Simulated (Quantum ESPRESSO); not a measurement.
Consider CuS (F-43m).

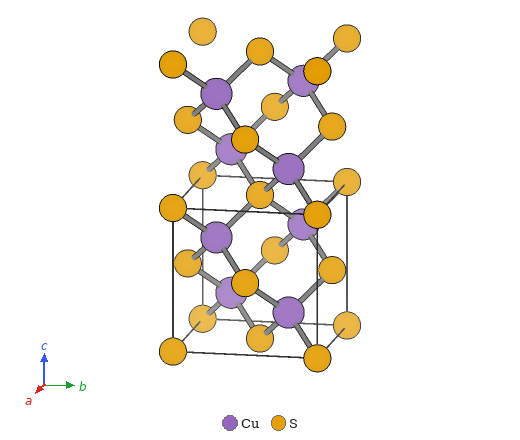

The structure (copper purple, sulfur orange). Bonds to atoms that aren't drawn are left out. 1×1×2 conventional cells are drawn. Some periodic images of atoms are drawn too.

```
Cu S
1.0
     0.00000    2.58003    2.58003
     2.58003    0.00000    2.58003
     2.58003    2.58003    0.00000
Cu S
1 1
Direct
  0.75000 0.75000 0.75000
  0.00000 0.00000 0.00000
```

Absorber: atom 1, with 4 S at 2.23 Å (tetrahedral, site symmetry -43m). Method: Quantum ESPRESSO XSpectra, PBEsol, excited-electron core hole (neutral cell), 12-atom cell with 6.3 Å between holes, 5×4×5 k points, dipole transitions, Lorentzian half width 0.78 eV up to 4 eV, rising linearly to 1.75 eV at 25 eV (not a setting of the program: the run's 0.4 eV curve was folded afterwards with a further Lorentzian).

Question: What does the Cu K edge look like?

Main maxima up to 30 eV above the zero (height): 7.8 eV (1.55) and 21.4 eV (1.49). A K edge sees empty p states on the absorber. The total-energy difference is 9005.03 eV. One term is added: -29.93 eV, since the hole is spin-paired here and a spin-polarised one costs that much less in the free atom (computed apart). The photon energy is then 8975.10 eV. The tabulated edge of the element is 8979 eV. The functional leaves an error in such absolute values: in the free atom PBEsol prices this hole 8.5 eV below PBE (computed apart), and PBE is itself good to a few eV.

The Cu K spectrum (energy from the energy zero of the input (xe0, at the border of filled and empty states); intensity scaled to a mean of 1 over the first 20 eV; folded afterwards to Lorentzian half width 0.78 eV up to 4 eV, rising linearly to 1.75 eV at 25 eV; the points at xe0, where the cut of filled states can leave a spike, are interpolated):

| E (eV) | intensity |
| --- | --- |
| -2.0 | 0.07 |
| -0.5 | 0.12 |
| 1.0 | 0.16 |
| 2.5 | 0.20 |
| 4.0 | 0.47 |
| 5.5 | 0.96 |
| 7.0 | 1.38 |
| 8.5 | 1.39 |
| 10.0 | 1.05 |
| 11.5 | 1.09 |
| 13.0 | 1.20 |
| 14.5 | 1.19 |
| 16.0 | 1.29 |
| 17.5 | 1.36 |
| 19.0 | 1.35 |
| 20.5 | 1.46 |
| 22.0 | 1.48 |
| 23.5 | 1.41 |
| 25.0 | 1.33 |
| 26.5 | 1.30 |
| 28.0 | 1.32 |
| 29.5 | 1.32 |
| 31.0 | 1.39 |

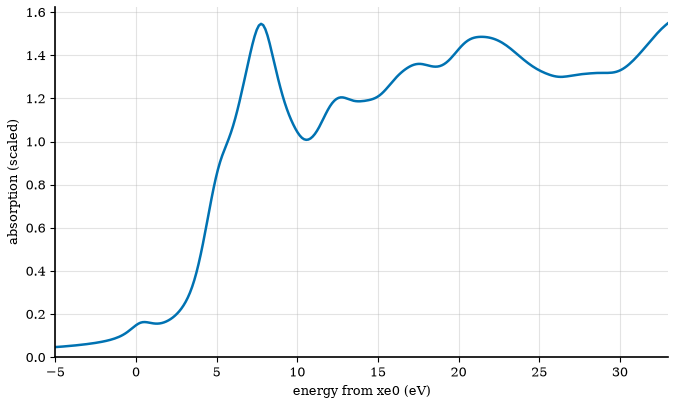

The Cu K edge.

The primitive cell holds an odd number of electrons, so a spin-paired run has to come out metallic; that is right for a metal, but some such compounds are magnetic or distorted insulators. The holes are only 6.3 Å apart, so the shape is probably not converged with cell size; no larger cell was run here. Lifetime broadening is put in by hand, and intensities beyond about 20 eV depend on it and on the partial waves. The structure is a computed Materials Project entry and may be a hypothetical form.

[Banner, clock and machine lines of the logs are left out without a mark of their own.]

[Logs are printed without paths, hosts, clocks, repeated set-up lines and the standing remarks that a program may print on its own settings, such as how far it seeks lower states.]

[Hosts, paths, dates, database ids (printed as entryN), source tags and the programs' standing remarks are cut or masked in the printed files.]

[Lists of maxima count a maximum above −3 eV only where it reaches 4 % of the highest in the window and stands out from its surroundings by 2 % of it (1.5 % where it reaches 55 %); shoulders and weaker maxima are passed over, and of the rest the first, up to two pre-edge ones and the few strongest are named.]
